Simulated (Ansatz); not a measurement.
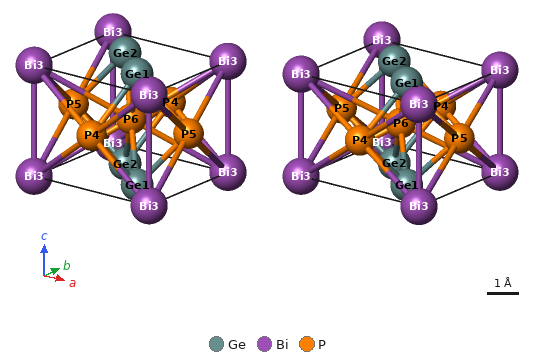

Two geometries of solid Ge$_{2}$BiP$_{3}$ (a generated structure, set up in P6/mmm), drawn at one scale. One is the start of a relaxation, the other its converged end. The picture is a ball-and-stick view of the cell of the calculation, seen slightly off an axis.

These are results of DFT PBE, scalar-relativistic, plane waves, PAW in Ansatz 0.2.0, not measurements. Settings: plane-wave cutoff 420 eV; k-point mesh 6 × 6 × 10; occupations gaussian; smearing width 0.1 eV; no spin polarisation; cell and atoms relaxed; force threshold 0.01 eV/Å; at most 80 steps.

Q: Which geometry has the lower energy?

A: The right one is the relaxed one. No atom moves by more than 0.005 Å relative to the cell. Cell: a = b 6.339 → 6.499 Å (+2.5 %), c 3.673 → 3.379 Å (−8.0 %). Volume −3.3 %. Some distances before and after: Bi3–Bi3 3.673 → 3.379 Å, Ge1–P4 2.593 → 2.525 Å. Bond angles that change, for instance: Ge1–P6–Ge1 90.2° → 84.0°, Ge1–P6–Ge2 89.8° → 96.0°, P4–Ge2–P4 90.2° → 84.0°. The space group stays P6/mmm (No. 191). The energy falls by 0.260 eV per cell of the calculation in 6 accepted moves (7 points after the start). All forces vanish by symmetry, so only the cell relaxes. Pressure: −2.58 GPa at the start and 0.01 GPa at the end. The SCF was repeated once at an unchanged geometry on a basis and grid sized afresh for the cell, which shifted the energy by 0.3 meV per cell of the calculation at most.
